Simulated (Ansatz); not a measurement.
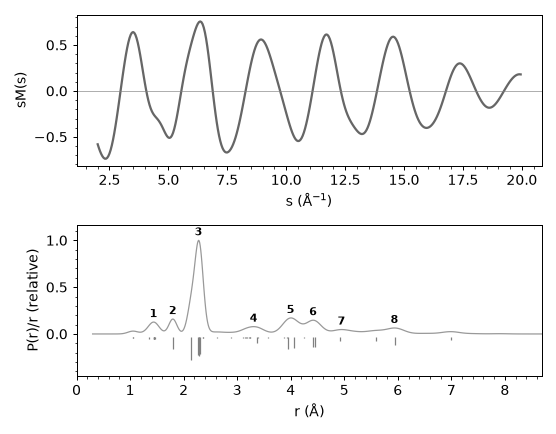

Simulated gas electron diffraction: reduced molecular intensity sM(s) from the Debye equation in the first Born approximation (top) and the radial distribution curve (bottom) of AlH₈NSSi₃. Each pair of atoms contributes with weight ZᵢZⱼ/r (bars below the curve); damping constant 0.0015 Å²; vibrational amplitudes assumed, not computed: 0.05 Å for bonds, 0.078 Å for bonds to H, 0.06 + 0.015 r up to 0.15 Å for other pairs. The geometry is the end point of an optimisation (RKS B3LYP-D4/STO-3G in Ansatz); it may be a saddle point or a higher isomer.

Q: Read the positions of the numbered peaks and name the main pairs (– for bonds).

A: Peak 1, 1.44 Å: S–H 1.36 Å, Si–H 1.45–1.46 Å (×5), not resolved
Peak 2, 1.80 Å: Si–N 1.80 Å
Peak 3, 2.28 Å: S–Si 2.15 Å, Si–Al 2.28–2.31 Å (×3), Si–Si 2.28 Å, not resolved
Peak 4, 3.31 Å: Si···H 3.11–3.25 Å (×3), Al···H 3.15–3.57 Å (×6), Al···N 3.38 Å, not resolved
Peak 5, 4.00 Å: S···Si 3.95 Å, S···Al 4.07 Å, not resolved
Peak 6, 4.42 Å: Si···Si 4.42–4.45 Å (×2)
Peak 7, 4.95 Å: Si···H 4.77–5.19 Å (×6), Si···N 4.92 Å, not resolved
Peak 8, 5.94 Å: Si···H 5.62–5.96 Å (×3), S···Si 5.96 Å, not resolved; in its flanks Si···N 5.59 Å
